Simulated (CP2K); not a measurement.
# B2NH5O (SMILES BB(N)O): levels of theory compared

We compute a comparison of 3 runs (AM1, GFN2-xTB, PM3) of B2NH5O. 

The results are computed with CP2K 2026.2.

5 further runs of the same task are left out: 2 that didn't finish, 3 set aside as unsound or not needed.

## (1) The structure to begin with

B2NH5O: 9 atoms, total charge 0, spin state singlet. As SMILES, `BB(N)O`. Geometry: relaxed at GFN2-xTB. This is one conformer, not always the lowest.

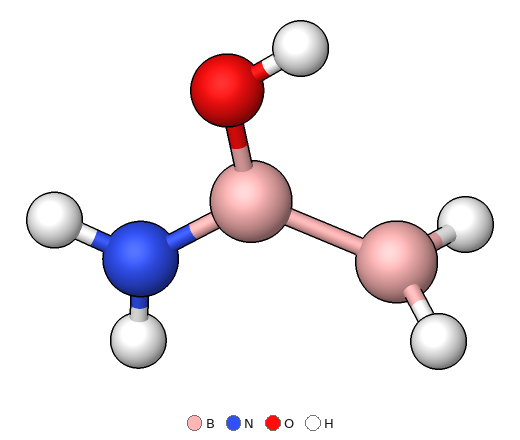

The structure, seen from a chosen angle (boron pink, nitrogen blue, oxygen red, hydrogen white).

## (2) Energy and gradient at AM1 (run 1)

File gas.inp:

```
&GLOBAL
  PROJECT gas
  RUN_TYPE ENERGY_FORCE
  PRINT_LEVEL MEDIUM
&END GLOBAL
&FORCE_EVAL
  METHOD QS
  &DFT
    CHARGE 0
    MULTIPLICITY 1
    &QS
      METHOD AM1
      EPS_DEFAULT 1.0E-10
      &SE
        &COULOMB
          CUTOFF [angstrom] 50
          RC_RANGE [angstrom] 0
        &END COULOMB
        &EXCHANGE
          CUTOFF [angstrom] 50
          RC_RANGE [angstrom] 0
        &END EXCHANGE
      &END SE
    &END QS
    &POISSON
      PERIODIC NONE
      POISSON_SOLVER ANALYTIC
    &END POISSON
    &SCF
      SCF_GUESS ATOMIC
      EPS_SCF 1.0E-07
      MAX_SCF 100
      ADDED_MOS 4
      LEVEL_SHIFT 1
      &DIAGONALIZATION
        ALGORITHM STANDARD
      &END DIAGONALIZATION
      &MIXING
        METHOD DIRECT_P_MIXING
        ALPHA 0.4
      &END MIXING
    &END SCF
    &PRINT
      &MOMENTS
        PERIODIC F
        REFERENCE COM
        MAX_MOMENT 1
      &END MOMENTS
      &MO ON
        ENERGIES T
        OCCUPATION_NUMBERS T
        NDIGITS 6
        &EACH
          QS_SCF 0
        &END EACH
        ADD_LAST NUMERIC
      &END MO
      &HIRSHFELD OFF
      &END HIRSHFELD
    &END PRINT
  &END DFT
  &SUBSYS
    &CELL
      ABC [angstrom] 12.2 14.1 13.1
      PERIODIC NONE
    &END CELL
    &COORD
      B      0.124080     1.271870    -0.631460
      B     -0.098920    -0.144040     0.235420
      N      0.347170    -1.396270    -0.217280
      O     -0.736420    -0.204210     1.459260
      H      1.119890     1.889650    -0.581330
      H     -0.722110     1.741310    -1.295060
      H      0.836520    -1.557030    -1.077690
      H      0.191390    -2.231830     0.320680
      H     -1.061610     0.630560     1.787470
    &END COORD
    &TOPOLOGY
      &CENTER_COORDINATES
      &END CENTER_COORDINATES
    &END TOPOLOGY
  &END SUBSYS
  &PRINT
    &FORCES ON
    &END FORCES
  &END PRINT
&END FORCE_EVAL
```

Started as:

```bash
$ OMP_NUM_THREADS=1 cp2k.psmp -i gas.inp > gas.out 2>&1
```

Log:

```text
CP2K| version string:                                       CP2K version 2026.2
[...]
 GLOBAL| Method name                                                        CP2K
[...]
 GLOBAL| Run type                                                   ENERGY_FORCE
[...]
                             - Atoms:                                          9
[...]
                             - Spherical basis functions:                     21
[...]
 Number of electrons:                                                         22
[...]
     1 P_Mix/Diag. 0.40E+00    0.0     0.72997763       -20.7189537061 -2.07E+01
[...]
    40 DIIS/Diag.  0.90E-07    0.0     0.00000003       -27.0796551378 -2.98E-13
  *** SCF run converged in    40 steps ***
  Core-core repulsion energy [eV]:                           1237.41333115475277
  Core Hamiltonian energy [eV]:                             -1177.11210476907763
  Two-electron integral energy [eV]:                        -1594.35223408830939
  Electronic energy [eV]:                                   -1974.28822181323221
  Total energy [eV]:                                         -736.87489065847944
  Atomic reference energy [eV]:                               733.47259272905649
  Heat of formation [kcal/mol]:                               -78.45886035611034
[...]
 SE_DIPOLE| Moment [Debye]         -0.33356872      -0.34852846       0.79258795
 SE_DIPOLE| Derivative [a.u.]       0.00000000       0.00000000       0.00000000
 ENERGY| Total FORCE_EVAL ( QS ) energy [hartree]            -27.079655137823444
 FORCES| Atomic forces [hartree/bohr]
 FORCES|   Atom     x               y               z               |f|
 FORCES|      1 -5.69710952E-03 -3.09136672E-02  2.08891323E-02   3.77421214E-02
 FORCES|      2  1.39469502E-02 -3.76432828E-03 -2.59086408E-02   2.96638712E-02
 FORCES|      3 -3.53674072E-03  9.20320248E-03  3.17740297E-03   1.03587335E-02
 FORCES|      4 -1.58895949E-03 -1.40714682E-02  8.10124741E-03   1.63144482E-02
 FORCES|      5  1.33244914E-02  1.69563706E-03  4.12074963E-03   1.40498339E-02
 FORCES|      6 -1.25022280E-02 -7.37345729E-04 -6.04652729E-03   1.39071879E-02
 FORCES|      7 -1.07180098E-02  1.28767849E-02  1.61504618E-02   2.32706841E-02
 FORCES|      8  1.71787187E-04  1.90587650E-02 -5.86627042E-03   1.99418946E-02
 FORCES|      9  6.59981863E-03  6.65242006E-03 -1.46175557E-02   1.73633301E-02
 FORCES| Sum     4.68375339E-16  6.93889390E-16 -3.46944695E-16
 FORCES| Total atomic force                                       9.06216622E-16
[...]
```

Wall time 0.44 s (1 thread of Arm Neoverse N1, shared host); peak memory 0.14 GiB.

## (3) The energy at GFN2-xTB (run 2)

File job.inp:

```
&GLOBAL
 PROJECT_NAME job
 RUN_TYPE ENERGY
 PRINT_LEVEL MEDIUM
&END GLOBAL
&FORCE_EVAL
 METHOD QUICKSTEP
 &DFT
  # Quickstep
  &QS
   METHOD XTB
   EPS_DEFAULT 1.0E-10
   &XTB
    GFN_TYPE TBLITE
    &TBLITE
     METHOD GFN2
    &END TBLITE
    CHECK_ATOMIC_CHARGES F
   &END XTB
  &END QS
  &POISSON
   PERIODIC NONE
   POISSON_SOLVER ANALYTIC
  &END POISSON
  # self-consistent field
  &SCF
   SCF_GUESS ATOMIC
   EPS_SCF 1.0E-07
   MAX_SCF 150
   ADDED_MOS 2
   &DIAGONALIZATION
    ALGORITHM STANDARD
   &END DIAGONALIZATION
   &MIXING
    METHOD DIRECT_P_MIXING
    ALPHA 0.4
   &END MIXING
  &END SCF
  # extra output
  &PRINT
   &MOMENTS
    PERIODIC F
    REFERENCE COM
    MAX_MOMENT 1
   &END MOMENTS
   &MO ON
    ENERGIES T
    OCCUPATION_NUMBERS T
    NDIGITS 6
    &EACH
     QS_SCF 0
    &END EACH
    ADD_LAST NUMERIC
   &END MO
   &HIRSHFELD OFF
   &END HIRSHFELD
  &END PRINT
 &END DFT
 # atoms, cell and kinds
 &SUBSYS
  # vacuum box
  &CELL
   ABC 10.2 12.1 11.1
   PERIODIC NONE
  &END CELL
  &COORD
   B      0.124080     1.271870    -0.631460
   B     -0.098920    -0.144040     0.235420
   N      0.347170    -1.396270    -0.217280
   O     -0.736420    -0.204210     1.459260
   H      1.119890     1.889650    -0.581330
   H     -0.722110     1.741310    -1.295060
   H      0.836520    -1.557030    -1.077690
   H      0.191390    -2.231830     0.320680
   H     -1.061610     0.630560     1.787470
  &END COORD
  &TOPOLOGY
   &CENTER_COORDINATES
   &END CENTER_COORDINATES
  &END TOPOLOGY
 &END SUBSYS
&END FORCE_EVAL
```

Started as:

```bash
$ OMP_NUM_THREADS=1 cp2k.psmp -i job.inp -o job.out
```

Log:

```text
CP2K| version string:                                       CP2K version 2026.2
[...]
 GLOBAL| Method name                                                        CP2K
[...]
 GLOBAL| Run type                                                         ENERGY
[...]
                             - Atoms:                                          9
[...]
                             - Spherical basis functions:                     21
[...]
 Number of electrons:                                                         22
[...]
  *** SCF run converged in    18 steps ***
[...]
  Fermi energy:                                                -0.28748514219893
[...]
 TB_DIPOLE| Moment [Debye]          0.20453392      -0.08251052      -0.39641234
 TB_DIPOLE| Derivative [a.u.]       0.00000000       0.00000000       0.00000000
[...]
 ENERGY| Total FORCE_EVAL ( QS ) energy [hartree]            -12.028538610641181
[...]
```

It took 0.42 s on 1 thread of Arm Neoverse N1, shared host; peak memory 0.14 GiB.

## (4) Energy and gradient at PM3 (run 3)

File mol.inp:

```
&GLOBAL
  PROJECT_NAME mol
  RUN_TYPE ENERGY_FORCE
  PRINT_LEVEL MEDIUM
&END

&FORCE_EVAL
  METHOD QUICKSTEP
  &DFT
    &QS
      METHOD PM3
      EPS_DEFAULT 1.0E-10
      &SE
        &COULOMB
          CUTOFF [angstrom] 50
          RC_RANGE [angstrom] 0
        &END
        &EXCHANGE
          CUTOFF [angstrom] 50
          RC_RANGE [angstrom] 0
        &END
      &END
    &END
    &POISSON
      PERIODIC NONE
      POISSON_SOLVER ANALYTIC
    &END
    ! self-consistent field
    &SCF
      SCF_GUESS ATOMIC
      EPS_SCF 1.0E-07
      MAX_SCF 100
      ADDED_MOS 2
      &DIAGONALIZATION
        ALGORITHM STANDARD
      &END
      &MIXING
        METHOD DIRECT_P_MIXING
        ALPHA 0.4
      &END
    &END
    &PRINT
      &MOMENTS
        PERIODIC F
        REFERENCE COM
        MAX_MOMENT 1
      &END
      &MO ON
        ENERGIES T
        OCCUPATION_NUMBERS T
        NDIGITS 6
        &EACH
          QS_SCF 0
        &END
        ADD_LAST NUMERIC
      &END
      &HIRSHFELD OFF
      &END
    &END
  &END
  &SUBSYS
    ! box in angstrom
    &CELL
      ABC 12.2 14.1 13.1
      PERIODIC NONE
    &END
    &COORD
      B      0.124080     1.271870    -0.631460
      B     -0.098920    -0.144040     0.235420
      N      0.347170    -1.396270    -0.217280
      O     -0.736420    -0.204210     1.459260
      H      1.119890     1.889650    -0.581330
      H     -0.722110     1.741310    -1.295060
      H      0.836520    -1.557030    -1.077690
      H      0.191390    -2.231830     0.320680
      H     -1.061610     0.630560     1.787470
    &END
    &TOPOLOGY
      &CENTER_COORDINATES
      &END
    &END
  &END
  &PRINT
    &FORCES ON
    &END
  &END
&END
```

Started as:

```bash
$ OMP_NUM_THREADS=1 cp2k.psmp -i mol.inp > mol.out 2>&1
```

Log:

```text
CP2K| version string:                                       CP2K version 2026.2
[...]
 GLOBAL| Method name                                                        CP2K
[...]
 GLOBAL| Run type                                                   ENERGY_FORCE
[...]
                             - Atoms:                                          9
[...]
                             - Spherical basis functions:                     21
[...]
 Number of electrons:                                                         22
[...]
     1 P_Mix/Diag. 0.40E+00    0.0     0.71509425       -18.5738411449 -1.86E+01
[...]
    25 DIIS/Diag.  0.79E-07    0.0     0.00000006       -23.9099732391 -2.84E-14
  *** SCF run converged in    25 steps ***
  Core-core repulsion energy [eV]:                           1208.59672311284476
  Core Hamiltonian energy [eV]:                             -1024.86046253783343
  Two-electron integral energy [eV]:                        -1668.71944076778186
  Electronic energy [eV]:                                   -1859.22018292172447
  Total energy [eV]:                                         -650.62345980887949
  Atomic reference energy [eV]:                               647.09091772905640
  Heat of formation [kcal/mol]:                               -81.46236205420571
[...]
 SE_DIPOLE| Moment [Debye]         -0.37940466       0.55013046       0.59508050
 SE_DIPOLE| Derivative [a.u.]       0.00000000       0.00000000       0.00000000
 ENERGY| Total FORCE_EVAL ( QS ) energy [hartree]            -23.909973239090494
 FORCES| Atomic forces [hartree/bohr]
 FORCES|   Atom     x               y               z               |f|
 FORCES|      1 -2.90768309E-03 -1.78022863E-02  1.11236367E-02   2.11922464E-02
 FORCES|      2 -3.58075729E-04  2.29402078E-02 -6.86497900E-03   2.39480539E-02
 FORCES|      3  2.86133143E-03 -1.26102240E-02 -1.87294965E-03   1.30657149E-02
 FORCES|      4 -2.47488102E-03 -4.40469900E-05  4.68707772E-03   5.30053523E-03
 FORCES|      5  3.74970711E-03 -1.28705065E-03  2.25156037E-03   4.55920244E-03
 FORCES|      6 -3.85295716E-03 -2.14911906E-03 -8.03665699E-04   4.48440299E-03
 FORCES|      7 -6.68334859E-03  6.42064094E-03  1.04235120E-02   1.39478092E-02
 FORCES|      8  1.25574779E-03  1.14124851E-02 -5.52538932E-03   1.27417285E-02
 FORCES|      9  8.41015926E-03 -6.88060689E-03 -1.34188031E-02   1.72666675E-02
 FORCES| Sum     9.36750677E-16  2.49800181E-16 -3.46944695E-16
 FORCES| Total atomic force                                       1.02969538E-15
[...]
```

Wall time 0.42 s (1 thread of Arm Neoverse N1, shared host); peak memory 0.14 GiB.

## (5) The series

```
run     level      task  iteration cap  energy (Eh)  dipole moment (D)  HOMO energy (eV)  LUMO energy (eV)  wall time
  1       AM1  gradient            100   -27.079655               0.93            -10.20              1.40     0.44 s
  2  GFN2-xTB    energy            150   -12.028539               0.45             -9.98             -6.93     0.42 s
  3       PM3  gradient            100   -23.909973               0.89             -9.64              0.94     0.42 s
```

## (6) Outcome

| quantity | value |
| --- | --- |
| run 3: total energy | -23.90997 Eh |
| run 3: dipole moment | 0.89 D |
| run 3: HOMO energy | -9.64 eV |
| run 3: LUMO energy | 0.94 eV |
| run 3: HOMO–LUMO gap | 10.57 eV |
| run 3: heat of formation at this unrelaxed shape | -81.5 kcal/mol |
| run 3: largest force on an atom | 1.231 eV/Å |

The dipole moment (its size) runs from 0.45 D (GFN2-xTB) to 0.93 D (AM1). Some of these are taken from atomic charges alone. The HOMO–LUMO gap runs from 3.06 eV (GFN2-xTB) to 11.60 eV (AM1). Force-field and semi-empirical energies have zeros of their own, so their totals don't compare. All runs together took 1.3 s, the longest 0.44 s.
